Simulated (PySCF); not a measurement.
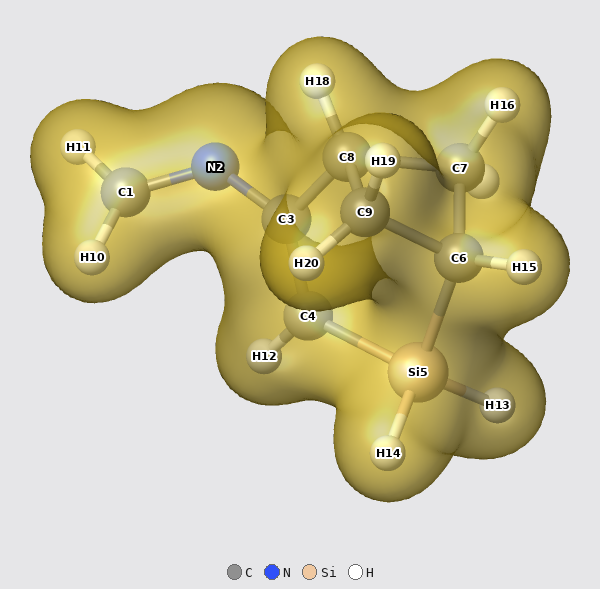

The picture shows: C₇H₁₁NSi. Isosurface of the electron density at 0.2 e/Å³ (yellow), seen at a tilt.

Geometry: GFN2-xTB.

Level of theory: PBE0/pcSseg-1, SCF density, gas phase, non-relativistic (PySCF).

Input file:

```
{"job": {"kind": "nmr", "xc": "PBE0", "basis": "pcSseg-1"}, "charge": 0, "multiplicity": 1}
C      3.247359    -0.288321    -0.404673
N      2.110816    -0.415160    -0.918240
C      0.929798    -0.010104    -0.344503
C      0.703736     1.240241     0.093603
Si    -1.023118     1.696591     0.645098
C     -1.857929     0.017197     0.344170
C     -1.436298    -0.480151    -1.046930
C     -0.164629    -1.039007    -0.382936
C     -0.948579    -1.068594     0.939565
H      3.429503     0.095948     0.602703
H      4.109212    -0.592947    -0.981703
H      1.515279     1.954219     0.059923
H     -1.642227     2.744740    -0.173824
H     -1.061062     2.047363     2.070841
H     -2.918616    -0.046983     0.583289
H     -2.077545    -1.278527    -1.420737
H     -1.289148     0.261529    -1.830877
H      0.222853    -1.985714    -0.762671
H     -1.463376    -2.018873     1.081670
H     -0.391176    -0.822769     1.843196
```

Run with:

```sh
OMP_NUM_THREADS=1 python probes_run.py task.json out
```

### What does this surface tell about the bonding?

At this value the surface is in one piece. It bridges the sampled C–N (1.25 Å), C–C (1.34 Å), C–Si (1.87 Å) and C–H (1.08 Å) contacts, where the density stays above the isovalue. On the grid the lowest density along these lines, outside the cores, is 2.7 e/Å³ (C–N, 1.25 Å), 2.2 e/Å³ (C–C, 1.34 Å), 0.8 e/Å³ (C–Si, 1.87 Å) and 2 e/Å³ (C–H, 1.08 Å).
